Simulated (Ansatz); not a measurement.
# Frequency calculation, with input and output: AlH3O2

The run: frequency calculation of AlH3O2. Method and program: RKS B3LYP/def2-mTZVP (Ansatz 0.2.0).

It belongs to a series of runs on one base structure; here: vibrations at the highest image of the band.

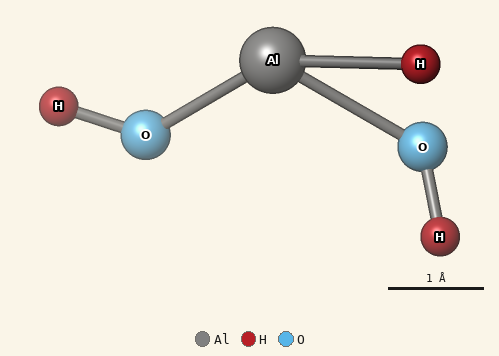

The structure (ball-and-stick view, seen at a tilt). Sticks mark near contacts. Bond lengths as drawn: Al–H 1.74 Å, Al–O 1.71 to 1.84 Å and H–O 0.96 to 0.98 Å.

Input file
```yaml
crystal:
  periodic: [false, false, false]
  atoms:
    - { symbol: Al, position_ang: [-0.19329, 0.028784, 0.515662] }
    - { symbol: H, position_ang: [1.211274, -0.078227, 1.529738] }
    - { symbol: O, position_ang: [1.626379, -0.04655, 0.237889] }
    - { symbol: H, position_ang: [2.150004, -0.795337, -0.111795] }
    - { symbol: O, position_ang: [-1.08051, -0.43273, -0.87403] }
    - { symbol: H, position_ang: [-2.040057, -0.474538, -0.941463] }
basis:
  gaussian: { orbitals: def2-mTZVP }
hamiltonian:
  xc: b3lyp
phonons: {}
```

Launch command:
```bash
ansatz run input.yaml --threads 1 --pin off --max-ram 2048MiB --backend cpu --events-out ev --progress --plain --runs-dir out
```

The program's output
```
Engine: ansatz 0.2.0, aarch64-unknown-linux-gnu
Functional definition: B3LYP
  parameter a0 = 0.2
  parameter ax = 0.72
  parameter ac = 0.81
  exchange = (1 - a0 - ax)*slater_x + ax*b88_x + a0*exact_x
  correlation = (1 - ac)*vwn_rpa_c + ac*lyp_c
684 factors; their error is unknown
mean field evaluation 1: about -10729.5627 eV, gradient 8.6e1 eV
mean field evaluation 2: about -10672.5762 eV, gradient 1.8e2 eV
mean field evaluation 4: about -10741.7631 eV, gradient 1.2e1 eV
mean field evaluation 8: about -10742.0653 eV, gradient 1.3e-1 eV
mean field evaluation 16: about -10742.0653 eV, gradient 9.6e-6 eV
mean field -10742.06534597 eV, -394.7636202309 hartree, gradient 9.6e-6 eV, S^2 0.000000; 0 other end points of the search recorded, 0 dependent functions left out
the calculation of the forces begins
reference -10742.06556504 eV, -394.7636282818 hartree; 16, 16 occupied and 63, 63 virtual orbitals, 684 factors
these checks for a lower state are left out or cut short: stability, starts, cluster_reference, orbital_swaps, neighbouring_geometries, increment
684 factors; their error is unknown
mean field -10742.06529164 eV, -394.7636182343 hartree, gradient 1.4e-6 eV, S^2 0.000000; 0 other end points of the search recorded, 0 dependent functions left out
[... from here on the field's lines of each further geometry are left out, up to the last ...]
the calculation of the forces begins
reference -10742.06556563 eV, -394.7636283032 hartree; 16, 16 occupied and 63, 63 virtual orbitals, 684 factors
these checks for a lower state are left out or cut short: stability, starts, cluster_reference, orbital_swaps, neighbouring_geometries, increment
684 factors; their error is unknown
mean field -10742.06533566 eV, -394.7636198522 hartree, gradient 2.0e-6 eV, S^2 0.000000; 0 other end points of the search recorded, 0 dependent functions left out
the calculation of the forces begins
reference -10742.06555474 eV, -394.7636279032 hartree; 16, 16 occupied and 63, 63 virtual orbitals, 684 factors
WARN: phonons: modes at or below zero, which the zero-point energy, F, S and C_V leave out: 1, the lowest at -1477.64 cm⁻¹. A minimum has none, and a first-order saddle one
Total energy: -10742.06556504 eV, -394.7636282818 hartree
Atom 0 at    -0.193290     0.028784     0.515662 Å, force     0.001059     0.000118    -0.000167 eV/Å
Atom 1 at     1.211274    -0.078227     1.529738 Å, force    -0.001375    -0.000246    -0.000227 eV/Å
Atom 2 at     1.626379    -0.046550     0.237889 Å, force    -0.000201     0.000793     0.000564 eV/Å
Atom 3 at     2.150004    -0.795337    -0.111795 Å, force     0.000287    -0.000535    -0.000188 eV/Å
Atom 4 at    -1.080510    -0.432730    -0.874030 Å, force     0.000427    -0.000266    -0.002150 eV/Å
Atom 5 at    -2.040057    -0.474538    -0.941463 Å, force    -0.000197     0.000137     0.002166 eV/Å
Dipole moment:    -0.082508    -0.196825    -0.024485 e Å
Vibrations: -1477.64 181.79 246.21 298.37 468.59 571.34 616.28 794.02 870.92 1613.99 3634.10 3875.90 cm⁻¹, zero-point energy 0.816530 eV
```

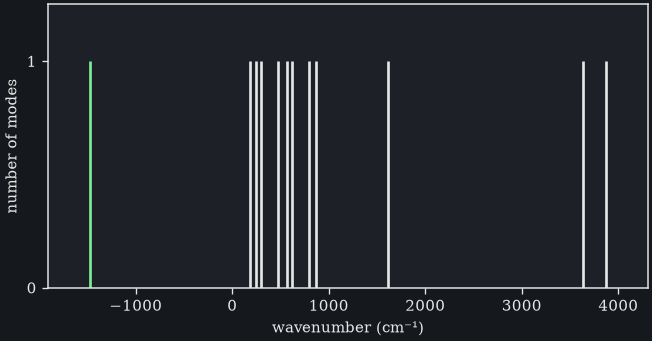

Harmonic vibrational wavenumbers from the force constants; neighbouring modes closer than 24 cm⁻¹ are counted in one stick, and imaginary ones are drawn at negative wavenumbers. 12 modes from 1478i to 3876 cm⁻¹, 1 imaginary beyond 8i (1478i cm⁻¹): a first-order saddle point, if the geometry is stationary.

Key numbers

```csv
quantity,value
outcome,converged
total energy,−10742.0656 eV
mean-field energy,−10742.0656 eV
largest force (length of the vector),0.002 eV/Å
hardware,"1 thread of Arm Neoverse V2, 24 GiB of memory available, shared host"
wall time,35 s
peak memory,0.13 GiB
```
